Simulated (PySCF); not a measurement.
## BSi2H6Cl2 (charge −1): geometry relaxation

The run: geometry relaxation of BSi2H6Cl2, charge −1. Method and program: PBE0-D3(BJ)/ma-def2-SVP geometry optimisation, gas phase (PySCF 2.14.0).

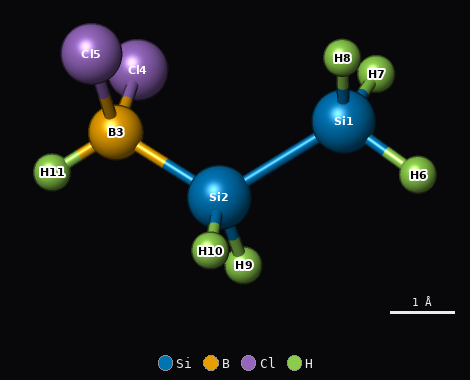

Fig. 1: The input geometry (ball-and-stick view, seen at a tilt; atoms are numbered from 1 in the order of the input). Bond lengths as drawn: B–Cl 1.89 Å, B–H 1.19 Å, B–Si 1.98 Å, H–Si 1.47 to 1.49 Å and Si–Si 2.31 Å.

### Key numbers

| quantity | value |
| --- | --- |
| outcome | converged |
| total energy | −1526.946077 hartree |
| point group | C1 |
| hardware | 1 CPU thread, shared host |
| wall time | 27 s |
| peak memory | 0.57 GiB |

### Input
```
{"job": {"xc": "PBE0", "basis": "ma-def2-SVP", "d3": "d3bj", "grid": 1, "kind": "geom"}, "charge": -1, "multiplicity": 1}
Si    -1.542301    -0.247782     0.113380
Si     0.454695     0.808293    -0.355162
B      2.124696    -0.185734     0.010973
Cl     2.100329    -1.806310    -0.955312
Cl     2.190483    -0.609569     1.846805
H     -2.739065     0.567676    -0.178893
H     -1.813064    -1.480652    -0.637436
H     -1.760379    -0.631652     1.514177
H      0.309606     1.270807    -1.764758
H      0.357150     2.120721     0.343083
H      3.153325     0.360336    -0.254230
```

The first line tells a small driver script what to run in PySCF; the rest is the geometry in Å.

Launch command:
```bash
OMP_NUM_THREADS=1 python <driver script> task.json out
```

### The program's output
```
step   0  E = -1526.94111613  max force = 0.015013
step   1  E = -1526.94602700  max force = 0.001511
step   2  E = -1526.94607602  max force = 0.000310
step   3  E = -1526.94607691  max force = 0.000164
optimisation converged
```

### Trajectory as extended XYZ (Å, eV, eV/Å), 4 frames, from step=0 to step=3
```
11
Properties=species:S:1:pos:R:3:forces:R:3 step=0 energy=-41550.18414
Si   -1.5423   -0.2478    0.1134   -0.1394  -0.0742   0.0280
Si    0.4547    0.8083   -0.3552    0.0430   0.5067  -0.2098
B     2.1247   -0.1857    0.0110    0.2803  -0.7720   0.3087
Cl    2.1003   -1.8063   -0.9553   -0.0844  -0.2583  -0.2961
Cl    2.1905   -0.6096    1.8468   -0.0592   0.0235   0.4130
H    -2.7391    0.5677   -0.1789   -0.3660   0.4940  -0.1850
H    -1.8131   -1.4807   -0.6374    0.0689  -0.5368  -0.4096
H    -1.7604   -0.6317    1.5142    0.0957  -0.1137   0.6627
H     0.3096    1.2708   -1.7648   -0.0955  -0.0502  -0.4545
H     0.3572    2.1207    0.3431   -0.0758   0.2912   0.3660
H     3.1533    0.3603   -0.2542    0.3325   0.4897  -0.2235
11
Properties=species:S:1:pos:R:3:forces:R:3 step=1 energy=-41550.31777
Si   -1.5481   -0.2546    0.1165   -0.0457   0.0361  -0.0112
Si    0.4602    0.8612   -0.3723   -0.0061   0.0054  -0.0054
B     2.1224   -0.2322    0.0300    0.0777   0.0142  -0.0059
Cl    2.0343   -1.8327   -0.9917   -0.0096   0.0172   0.0441
Cl    2.1366   -0.6250    1.8896   -0.0069  -0.0216  -0.0440
H    -2.7444    0.6153   -0.1966    0.0082  -0.0577   0.0219
H    -1.7426   -1.5136   -0.6800    0.0026   0.0266   0.0147
H    -1.6880   -0.6291    1.5649    0.0015   0.0070  -0.0297
H     0.2966    1.2625   -1.8235    0.0083   0.0078   0.0366
H     0.3453    2.1619    0.3942    0.0046  -0.0203  -0.0297
H     3.1572    0.3513   -0.2514   -0.0347  -0.0149   0.0086
11
Properties=species:S:1:pos:R:3:forces:R:3 step=2 energy=-41550.31911
Si   -1.5541   -0.2402    0.1100   -0.0057  -0.0160   0.0065
Si    0.4650    0.8621   -0.3700   -0.0054   0.0145  -0.0051
B     2.1247   -0.2401    0.0332   -0.0057  -0.0095   0.0011
Cl    2.0254   -1.8407   -0.9838   -0.0012   0.0043   0.0026
Cl    2.1355   -0.6437    1.8878    0.0008  -0.0015  -0.0022
H    -2.7636    0.6099   -0.1950    0.0079  -0.0014   0.0013
H    -1.7412   -1.4987   -0.6869    0.0006   0.0058   0.0066
H    -1.6885   -0.6182    1.5570   -0.0004  -0.0022  -0.0090
H     0.3106    1.2712   -1.8181    0.0071   0.0045   0.0017
H     0.3569    2.1635    0.3932    0.0058   0.0002  -0.0036
H     3.1593    0.3401   -0.2483   -0.0038   0.0012   0.0000
11
Properties=species:S:1:pos:R:3:forces:R:3 step=3 energy=-41550.31913
Si   -1.5510   -0.2410    0.1103    0.0003  -0.0005  -0.0004
Si    0.4651    0.8678   -0.3697    0.0040  -0.0034   0.0024
B     2.1202   -0.2420    0.0328   -0.0084   0.0027  -0.0020
Cl    2.0137   -1.8400   -0.9863   -0.0004  -0.0017  -0.0046
Cl    2.1293   -0.6500    1.8859    0.0006   0.0004   0.0047
H    -2.7621    0.6064   -0.1925   -0.0042   0.0018   0.0004
H    -1.7353   -1.4987   -0.6875    0.0012  -0.0001  -0.0019
H    -1.6833   -0.6223    1.5560    0.0013  -0.0007   0.0011
H     0.3152    1.2812   -1.8166    0.0002   0.0000  -0.0045
H     0.3609    2.1684    0.3947    0.0003   0.0016   0.0046
H     3.1564    0.3351   -0.2479    0.0052  -0.0002   0.0003
```

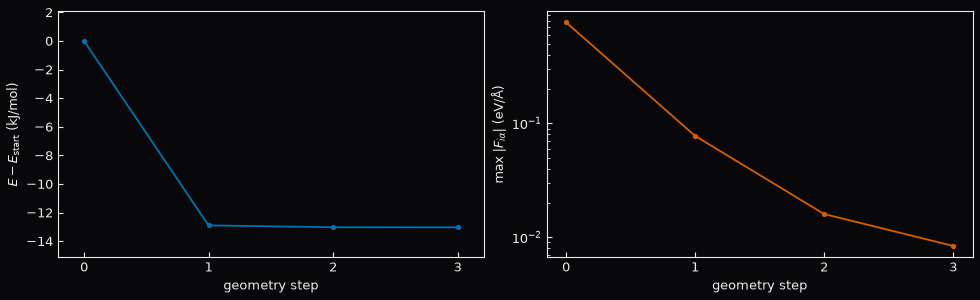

Fig. 2: Progress of the relaxation, step by step (steps are counted from 0).

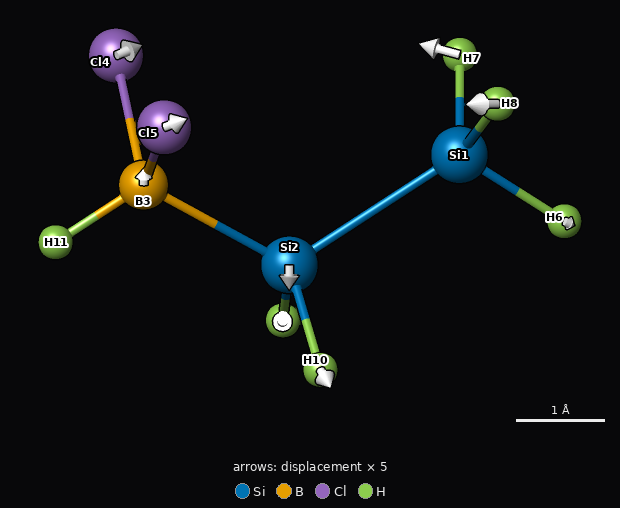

Fig. 3: The starting structure with the displacements as white arrows, magnified 5 times (ball-and-stick view, seen at a tilt). The two geometries are laid on each other by the best rigid fit. The largest moves after the best rigid fit, 0.10 Å, are those of H7 and H8. Largest moves by element: H 0.10 Å, Cl 0.08 Å, Si 0.06 Å, B 0.04 Å. Among the contacts that change: Si2–B3 1.978 → 2.033 Å, Si1–Si2 2.307 → 2.350 Å, Si1–H7 1.469 → 1.501 Å, Si1–H6 1.477 → 1.509 Å. Among the angles that change: H9–Si2–H10 99.4° → 104.0°, Si2–B3–H11 117.2° → 112.8°, Si1–Si2–B3 117.6° → 113.6°. The energy falls by 13.0 kJ/mol in 3 geometry steps. The largest force component goes from 0.77 to 0.0084 eV/Å. (Atoms are counted from 1 in the order of the input.)
